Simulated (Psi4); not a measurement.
**Single-point calculation of S$_{3}$ (charge −2) (part 2 of 2)**

S$_{3}$, charge −2, multiplicity 3; HF/CBS, UHF (Psi4 1.11). The geometry is that of the parent species in another charge or spin state. The geometry comes from this level: GFN2-xTB.

Geometry of the input (Å):
```
S  0.7136  -0.1591  1.5641
S  -0.4055  0.6303  0.0680
S  -0.3081  -0.4712  -1.6321
```

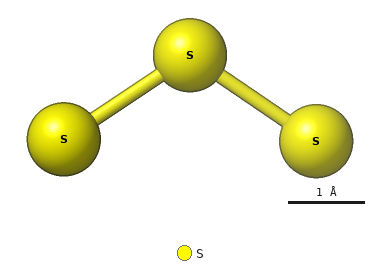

**Figure 1.** The structure (ball-and-stick view, seen at a tilt).

## Log, continued
```
 L = 1.  Multiply by 2.5417464519 to convert [e a0] to [Debye]
 Dipole X            :          1.3771031            0.0000000            1.3771031
 Dipole Y            :          0.1260020            0.0000000            0.1260020
 Dipole Z            :          0.0000000            0.0000000            0.0000000
 Magnitude           :                                                    1.3828555

 ------------------------------------------------------------------------------------

	total time  =          8 seconds =       0.13 minutes

    Psi4 run time: 0:00:07.75

    -----------------------------------------------------------------------
                               Psi4 1.11 release

    h
    h
    h

    -----------------------------------------------------------------------

    Memory:     1.5 GiB
    Threads:    1
                ecpint, einsums, f̶o̶r̶t̶e̶, gauxc, gcp, g̶d̶m̶a̶, geometric, g̶p̶u̶_̶d̶f̶c̶c̶,
                i̶n̶t̶e̶g̶r̶a̶t̶o̶r̶x̶x̶, i̶p̶i̶, libefp, m̶d̶i̶, m̶p̶2̶d̶, m̶r̶c̶c̶, ooo,
                o̶p̶e̶n̶f̶e̶r̶m̶i̶o̶n̶p̶s̶i̶4̶, pcmsolver, p̶s̶i̶4̶f̶o̶c̶k̶c̶i̶, p̶s̶i̶x̶a̶s̶,
                p̶y̶e̶i̶n̶s̶u̶m̶s̶, r̶e̶s̶p̶, s̶i̶m̶i̶n̶t̶, s̶n̶s̶m̶p̶2̶,
                v̶2̶r̶d̶m̶_̶c̶a̶s̶s̶c̶f̶

   => Loading Basis Set <=

    Name: AUG-CC-PVTZ
    Role: ORBITAL
    Keyword: BASIS

         ---------------------------------------------------------
                                   SCF
                              UHF Reference
                        1 Threads,   1525 MiB Core
         ---------------------------------------------------------

  ==> Primary Basis <==

  Basis Set: AUG-CC-PVTZ
    Blend: AUG-CC-PVTZ
    Number of shells: 48
    Number of basis functions: 150
    Number of Cartesian functions: 177
    Spherical Harmonics?: true
    Max angular momentum: 3

   => Loading Basis Set <=

    Name: (AUG-CC-PVTZ AUX)
    Role: JKFIT
    Keyword: DF_BASIS_SCF

  ==> Integral Setup <==

  DFHelper Memory: AOs need 0.080 GiB; user supplied 1.118 GiB.
  SCF_SUBTYPE=INCORE selected. In-core MEM_DF algorithm will be used.
  Using in-core AOs.

  ==> MemDFJK: Density-Fitted J/K Matrices <==

    J tasked:                   Yes
    K tasked:                   Yes
    wK tasked:                   No
    Memory [MiB]:              1144
    Algorithm:                 Core
    Schwarz Cutoff:           1E-12
    Mask sparsity (%):       0.0000
    Fitting Condition:        1E-10

   => Auxiliary Basis Set <=

  Basis Set: (AUG-CC-PVTZ AUX)
    Blend: AUG-CC-PVTZ-JKFIT
    Number of shells: 126
    Number of basis functions: 438
    Number of Cartesian functions: 540
    Spherical Harmonics?: true
    Max angular momentum: 4

  Minimum eigenvalue in the overlap matrix is 2.3724354013E-04.
  Reciprocal condition number of the overlap matrix is 3.8457617969E-05.
    Using symmetric orthogonalization.

  ==> Pre-Iterations <==

  SCF Guess: Superposition of Atomic Densities via on-the-fly atomic UHF (no occupation information).

   -------------------------
    Irrep   Nso     Nmo
   -------------------------
     A'        99      99
     A"        51      51
   -------------------------
    Total     150     150
   -------------------------

  ==> Iterations <==

                           Total Energy        Delta E     RMS |[F,P]|

   @DF-UHF iter SAD: -1192.00900541641045   -1.19201e+03   0.00000e+00
   @DF-UHF iter   1: -1192.32006038950954   -3.11055e-01   3.73170e-03 DIIS/ADIIS
   @DF-UHF iter   2: -1192.44087004886205   -1.20810e-01   2.79677e-03 DIIS/ADIIS
   @DF-UHF iter   3: -1192.50070379347676   -5.98337e-02   5.10580e-04 DIIS/ADIIS
   @DF-UHF iter   4: -1192.51062587309116   -9.92208e-03   3.95416e-04 DIIS/ADIIS
   @DF-UHF iter   5: -1192.51721253041887   -6.58666e-03   2.14676e-04 DIIS/ADIIS
   @DF-UHF iter   6: -1192.52030050665394   -3.08798e-03   1.20617e-04 DIIS/ADIIS
   @DF-UHF iter   7: -1192.52120530516413   -9.04799e-04   4.51260e-05 DIIS
   @DF-UHF iter   8: -1192.52135339121946   -1.48086e-04   2.26871e-05 DIIS
   @DF-UHF iter   9: -1192.52141019963756   -5.68084e-05   1.41380e-05 DIIS
   @DF-UHF iter  10: -1192.52143813229031   -2.79327e-05   8.26231e-06 DIIS
   @DF-UHF iter  11: -1192.52145189204407   -1.37598e-05   3.34541e-06 DIIS
   @DF-UHF iter  12: -1192.52145347110581   -1.57906e-06   1.29672e-06 DIIS
   @DF-UHF iter  13: -1192.52145360597547   -1.34870e-07   7.39603e-07 DIIS
  Energy and wave function converged.

  ==> Post-Iterations <==

   @Spin Contamination Metric:   3.152083764E-02
   @S^2 Expected:                2.000000000E+00
   @S^2 Observed:                2.031520838E+00
   @S   Expected:                1.000000000E+00
   @S   Observed:                1.000000000E+00

    Final Occupation by Irrep:
             Ap   App
    DOCC [    19,    5 ]
    SOCC [     1,    1 ]
    NA   [    20,    6 ]
    NB   [    19,    5 ]

  @DF-UHF Final Energy: -1192.52145360597547

   => Energetics <=

    Nuclear Repulsion Energy =            173.7836528979539992
    One-Electron Energy =               -2011.0221228771929418
    Two-Electron Energy =                 644.7170163732635046
    Total Energy =                      -1192.5214536059754664

  UHF NO Occupations:
  HONO-2 :    5App 1.9945247
  HONO-1 :    6App 1.0000000
  HONO-0 :   20 Ap 1.0000000
  LUNO+0 :    7App 0.0054753
  LUNO+1 :    8App 0.0053188
  LUNO+2 :   21 Ap 0.0032017
  LUNO+3 :   22 Ap 0.0006914

Computation Completed

Properties will be evaluated at   0.000000,   0.000000,   0.000000 [a0]

Properties computed using the SCF density matrix

 Multipole Moments:

 ------------------------------------------------------------------------------------
     Multipole            Electronic (a.u.)      Nuclear  (a.u.)        Total (a.u.)
 ------------------------------------------------------------------------------------

 L = 1.  Multiply by 2.5417464519 to convert [e a0] to [Debye]
 Dipole X            :          1.5482028            0.0000000            1.5482028
 Dipole Y            :          0.1508579            0.0000000            0.1508579
 Dipole Z            :          0.0000000            0.0000000            0.0000000
 Magnitude           :                                                    1.5555353

 ------------------------------------------------------------------------------------

	total time  =          3 seconds =       0.05 minutes

    Psi4 run time: 0:00:02.46

    -----------------------------------------------------------------------
                               Psi4 1.11 release

    h
    h
    h

    -----------------------------------------------------------------------

    Memory:     1.5 GiB
    Threads:    1
                ecpint, einsums, f̶o̶r̶t̶e̶, gauxc, gcp, g̶d̶m̶a̶, geometric, g̶p̶u̶_̶d̶f̶c̶c̶,
                i̶n̶t̶e̶g̶r̶a̶t̶o̶r̶x̶x̶, i̶p̶i̶, libefp, m̶d̶i̶, m̶p̶2̶d̶, m̶r̶c̶c̶, ooo,
                o̶p̶e̶n̶f̶e̶r̶m̶i̶o̶n̶p̶s̶i̶4̶, pcmsolver, p̶s̶i̶4̶f̶o̶c̶k̶c̶i̶, p̶s̶i̶x̶a̶s̶,
                p̶y̶e̶i̶n̶s̶u̶m̶s̶, r̶e̶s̶p̶, s̶i̶m̶i̶n̶t̶, s̶n̶s̶m̶p̶2̶,
                v̶2̶r̶d̶m̶_̶c̶a̶s̶s̶c̶f̶

   => Loading Basis Set <=

    Name: AUG-CC-PVDZ
    Role: ORBITAL
    Keyword: BASIS

         ---------------------------------------------------------
                                   SCF
                              UHF Reference
                        1 Threads,   1525 MiB Core
         ---------------------------------------------------------

  ==> Primary Basis <==

  Basis Set: AUG-CC-PVDZ
    Blend: AUG-CC-PVDZ
    Number of shells: 33
    Number of basis functions: 81
    Number of Cartesian functions: 87
    Spherical Harmonics?: true
    Max angular momentum: 2

   => Loading Basis Set <=

    Name: (AUG-CC-PVDZ AUX)
    Role: JKFIT
    Keyword: DF_BASIS_SCF

  ==> Integral Setup <==

  DFHelper Memory: AOs need 0.021 GiB; user supplied 1.118 GiB.
  SCF_SUBTYPE=INCORE selected. In-core MEM_DF algorithm will be used.
  Using in-core AOs.

   => Auxiliary Basis Set <=

  Basis Set: (AUG-CC-PVDZ AUX)
    Blend: AUG-CC-PVDZ-JKFIT
    Number of shells: 120
    Number of basis functions: 384
    Number of Cartesian functions: 450
    Spherical Harmonics?: true
    Max angular momentum: 3

  Minimum eigenvalue in the overlap matrix is 1.4945580187E-03.
  Reciprocal condition number of the overlap matrix is 2.8650178554E-04.
    Using symmetric orthogonalization.

  ==> Pre-Iterations <==

  SCF Guess: Superposition of Atomic Densities via on-the-fly atomic UHF (no occupation information).

   -------------------------
    Irrep   Nso     Nmo
   -------------------------
     A'        57      57
     A"        24      24
   -------------------------
    Total      81      81
   -------------------------

  ==> Iterations <==

                           Total Energy        Delta E     RMS |[F,P]|

   @DF-UHF iter SAD: -1192.05662279380590   -1.19206e+03   0.00000e+00
   @DF-UHF iter   1: -1192.29055975076358   -2.33937e-01   5.81691e-03 DIIS/ADIIS
   @DF-UHF iter   2: -1192.40289872816356   -1.12339e-01   3.98288e-03 DIIS/ADIIS
   @DF-UHF iter   3: -1192.44347046900316   -4.05717e-02   6.98625e-04 DIIS/ADIIS
   @DF-UHF iter   4: -1192.44973498667036   -6.26452e-03   5.36390e-04 DIIS/ADIIS
   @DF-UHF iter   5: -1192.45387415728828   -4.13917e-03   3.30140e-04 DIIS/ADIIS
   @DF-UHF iter   6: -1192.45653953938404   -2.66538e-03   2.35441e-04 DIIS/ADIIS
   @DF-UHF iter   7: -1192.45798560328103   -1.44606e-03   9.10504e-05 DIIS
   @DF-UHF iter   8: -1192.45820560675634   -2.20003e-04   4.60258e-05 DIIS
   @DF-UHF iter   9: -1192.45827925232447   -7.36456e-05   2.47233e-05 DIIS
   @DF-UHF iter  10: -1192.45830737952565   -2.81272e-05   1.34608e-05 DIIS
   @DF-UHF iter  11: -1192.45831777398143   -1.03945e-05   6.62753e-06 DIIS
   @DF-UHF iter  12: -1192.45831986047938   -2.08650e-06   3.58047e-06 DIIS
   @DF-UHF iter  13: -1192.45832020384933   -3.43370e-07   1.89110e-06 DIIS
   @DF-UHF iter  14: -1192.45832028608038   -8.22311e-08   1.26788e-06 DIIS
   @DF-UHF iter  15: -1192.45832031753412   -3.14537e-08   6.53350e-07 DIIS
  Energy and wave function converged.

  ==> Post-Iterations <==

   @Spin Contamination Metric:   2.773678438E-02
   @S^2 Expected:                2.000000000E+00
   @S^2 Observed:                2.027736784E+00
   @S   Expected:                1.000000000E+00
   @S   Observed:                1.000000000E+00

    Orbital Energies [Eh]
    ---------------------

    Alpha Occupied:

       1Ap   -91.735446     2Ap   -91.631427     3Ap   -91.631418
       4Ap    -8.732059     5Ap    -8.632200     6Ap    -8.632170
       1App   -6.420201     7Ap    -6.410244     8Ap    -6.407828
       2App   -6.315331     3App   -6.315317     9Ap    -6.313577
      10Ap    -6.313559    11Ap    -6.309596    12Ap    -6.309577
      13Ap    -0.779047    14Ap    -0.608129    15Ap    -0.471662
       4App   -0.215963    16Ap    -0.205050    17Ap    -0.187253
       5App   -0.072401    18Ap    -0.040263    19Ap    -0.031897
       6App   -0.009454    20Ap     0.187710

    Alpha Virtual:

      21Ap     0.280772    22Ap     0.323931     7App    0.366947
      23Ap     0.374819    24Ap     0.377981     8App    0.383553
       9App    0.384104    25Ap     0.393446    26Ap     0.425104
      27Ap     0.434021    28Ap     0.474854    29Ap     0.524718
      30Ap     0.541649    10App    0.619407    11App    0.636329
      31Ap     0.651338    32Ap     0.713604    33Ap     0.716224
      12App    0.734648    34Ap     0.752907    13App    0.755290
      35Ap     0.767508    14App    0.864760    36Ap     0.867016
      37Ap     0.872283    15App    0.931262    38Ap     0.940665
      39Ap     0.976612    16App    1.104299    40Ap     1.134573
      17App    1.194084    41Ap     1.195438    42Ap     1.219440
      18App    1.235989    43Ap     1.241792    44Ap     1.250517
      45Ap     1.318926    46Ap     1.363030    19App    1.366010
      20App    1.388226    47Ap     1.432871    48Ap     1.464565
      21App    1.473898    49Ap     1.474058    50Ap     1.500570
      22App    1.509249    51Ap     1.535077    23App    1.551050
      52Ap     1.572349    53Ap     1.576473    24App    1.593566
      54Ap     1.690677    55Ap     1.738269    56Ap     1.894999
      57Ap     2.097211

    Beta Occupied:

       1Ap   -91.728227     2Ap   -91.628614     3Ap   -91.628603
       4Ap    -8.723333     5Ap    -8.629030     6Ap    -8.628994
       7Ap    -6.406126     8Ap    -6.404394     1App   -6.391463
       9Ap    -6.312010    10Ap    -6.311990    11Ap    -6.307802
      12Ap    -6.307783     2App   -6.303566     3App   -6.303543
      13Ap    -0.740457    14Ap    -0.585958    15Ap    -0.415973
      16Ap    -0.189212    17Ap    -0.174235     4App   -0.112563
      18Ap    -0.031347    19Ap    -0.022564     5App    0.004167

    Beta Virtual:

       6App    0.297513    20Ap     0.306234    21Ap     0.314279
      22Ap     0.369604     7App    0.378086    23Ap     0.384263
      24Ap     0.388140     8App    0.390934    25Ap     0.412918
       9App    0.414735    26Ap     0.434184    27Ap     0.460970
      28Ap     0.487629    29Ap     0.534516    30Ap     0.544918
      10App    0.634451    31Ap     0.656187    11App    0.657090
      32Ap     0.719512    33Ap     0.726956    12App    0.759450
      34Ap     0.765862    13App    0.769298    35Ap     0.795471
      36Ap     0.871303    37Ap     0.888217    14App    0.894466
      38Ap     0.950956    15App    0.952891    39Ap     0.984562
      40Ap     1.139304    16App    1.140685    41Ap     1.201631
      17App    1.215707    42Ap     1.224191    43Ap     1.248244
      44Ap     1.253260    18App    1.269776    45Ap     1.322826
      46Ap     1.369044    19App    1.384566    20App    1.411441
      47Ap     1.463745    48Ap     1.476308    49Ap     1.482132
      21App    1.491987    50Ap     1.512861    22App    1.525033
      51Ap     1.546904    23App    1.578037    52Ap     1.580814
      53Ap     1.585829    24App    1.621646    54Ap     1.704284
      55Ap     1.746206    56Ap     1.901548    57Ap     2.107276

    Final Occupation by Irrep:
             Ap   App
    DOCC [    19,    5 ]
    SOCC [     1,    1 ]
    NA   [    20,    6 ]
    NB   [    19,    5 ]

  @DF-UHF Final Energy: -1192.45832031753412

   => Energetics <=

    Nuclear Repulsion Energy =            173.7836528979539992
    One-Electron Energy =               -2011.6572571952115140
    Two-Electron Energy =                 645.4152839797233128
    Total Energy =                      -1192.4583203175343442

  UHF NO Occupations:
  HONO-2 :    5App 1.9953322
  HONO-1 :   20 Ap 1.0000000
  HONO-0 :    6App 1.0000000
  LUNO+0 :    7App 0.0046678
  LUNO+1 :    8App 0.0046277
  LUNO+2 :   21 Ap 0.0027116
  LUNO+3 :   22 Ap 0.0006318

Computation Completed

Properties will be evaluated at   0.000000,   0.000000,   0.000000 [a0]

Properties computed using the SCF density matrix

 Multipole Moments:

 ------------------------------------------------------------------------------------
     Multipole            Electronic (a.u.)      Nuclear  (a.u.)        Total (a.u.)
 ------------------------------------------------------------------------------------

 L = 1.  Multiply by 2.5417464519 to convert [e a0] to [Debye]
 Dipole X            :          0.9130956            0.0000000            0.9130956
 Dipole Y            :          0.0941105            0.0000000            0.0941105
 Dipole Z            :          0.0000000            0.0000000            0.0000000
 Magnitude           :                                                    0.9179326

 ------------------------------------------------------------------------------------

	total time  =          1 seconds =       0.02 minutes

    Psi4 run time: 0:00:01.03

  //>>>>>>>>>>>>>>>>>>>>>>>>>>>>>>>>>>>//
  //            CBS Results            //
  //<<<<<<<<<<<<<<<<<<<<<<<<<<<<<<<<<<<//

   ==> Components <==

  ---------------------------------------------------------------------------------------------------------
                          Method / Basis                      Rqd      Energy [Eh]   Variable
  ---------------------------------------------------------------------------------------------------------
                             scf / aug-cc-pvdz                 *    -1192.45832032   SCF TOTAL ENERGY
                             scf / aug-cc-pvtz                 *    -1192.52145361   SCF TOTAL ENERGY
                             scf / aug-cc-pvqz                 *    -1192.54989583   SCF TOTAL ENERGY
  ---------------------------------------------------------------------------------------------------------

   ==> Stages <==

  ---------------------------------------------------------------------------------------------------------
      Stage               Method / Basis                       Wt      Energy [Eh]   Scheme
  ---------------------------------------------------------------------------------------------------------
        scf                  scf / aug-cc-pv[dtq]z              1   -1192.57321479   scf_xtpl_helgaker_3
  ---------------------------------------------------------------------------------------------------------

   ==> CBS <==

  ---------------------------------------------------------------------------------------------------------
      Stage               Method / Basis                               Energy [Eh]   Scheme
  ---------------------------------------------------------------------------------------------------------
        scf                  scf / aug-cc-pv[dtq]z                  -1192.57321479   scf_xtpl_helgaker_3
      total                  CBS                                    -1192.57321479
  ---------------------------------------------------------------------------------------------------------

[set-up sections that repeat, and orbital energies of the middle runs, are left out above]
```

## Results in brief

| quantity | value |
| --- | --- |
| outcome | converged |
| total energy | −1192.573215 hartree |
| ⟨S²⟩ | 2.028 |
| wall time | 15 s |
| peak memory | 0.63 GiB |
